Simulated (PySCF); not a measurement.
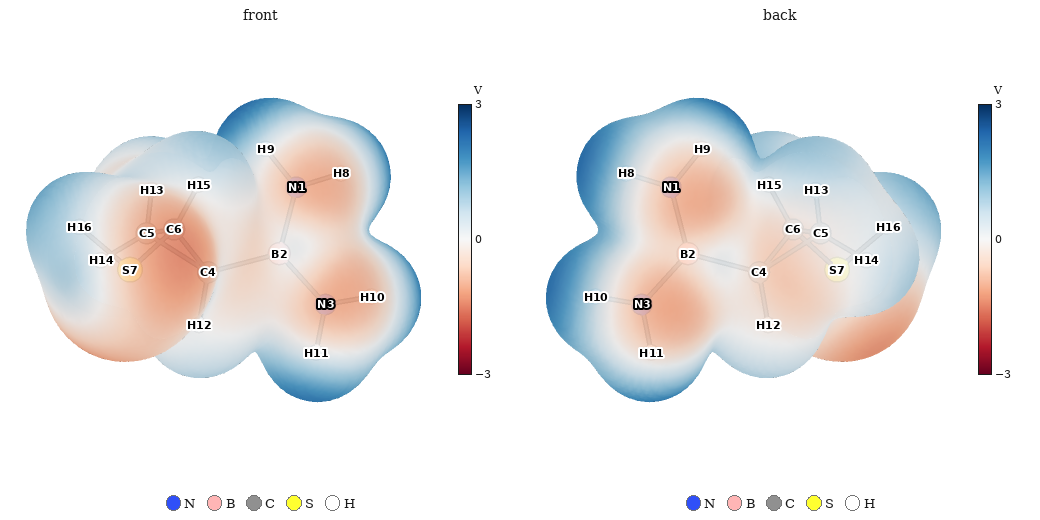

Figure. C3H9BN2S. The electrostatic potential painted on the density surface at 0.004 e/bohr³, seen from the front and from behind; the colour scale runs from red (negative) to blue (positive).

Geometry: GFN2-xTB.

Computed with PBE0/pcSseg-1, SCF density, gas phase, non-relativistic in PySCF.

```xyz
16

N    -1.3665    0.9978    1.1018
B    -1.2383    0.1727   -0.0266
N    -2.3465   -0.0678   -0.8517
C     0.1458   -0.4983   -0.3878
C     1.1436   -0.9144    0.6637
C     1.4383    0.2526   -0.2151
S     2.7024    0.0907   -1.4931
H    -2.2275    1.4437    1.3624
H    -0.6113    1.2072    1.7277
H    -3.2553    0.3285   -0.6922
H    -2.3034   -0.6372   -1.6764
H     0.1352   -1.1479   -1.2571
H     0.9153   -0.7232    1.7024
H     1.7048   -1.8231    0.5001
H     1.4086    1.2536    0.1939
H     3.7472    0.0740   -0.6633
```

> Where is the surface potential most negative and most positive?

The most negative region (about −1.4 V, or −32 kcal/mol for a unit charge) lies over S7, the most positive (about +2.2 V, or +51 kcal/mol for a unit charge) over H8, H9 and H10.
